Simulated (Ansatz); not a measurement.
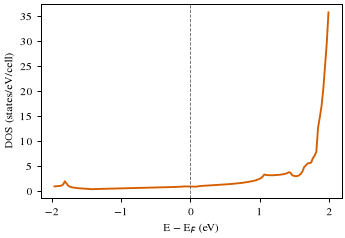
Figure: Density of states of LaB6 (Pm-3m) near the Fermi level, PBEsol, rigid bands run with Ansatz (a quantum-chemistry and plane-wave program).

**Question.** With 7 atoms a cell, what bare Sommerfeld coefficient γ = (π²/3) k_B² N(E_F) follows?

**Answer.** N(E_F) ≈ 0.84 states/eV a cell at 300 K, so γ ≈ 0.28 mJ/(mol of atoms·K²), before many-body enhancement (phonons, spin fluctuations, correlation).

**Question.** How far does the Fermi level move in a rigid band for 0.1 electron a cell added or removed?

**Answer.** 117 meV and -118 meV.

A metal at this level (no band gap); rigid bands, thermally averaged at 300 K, both spins. Spin-orbit coupling is left out. Geometry: cell and atoms relaxed with PBEsol.
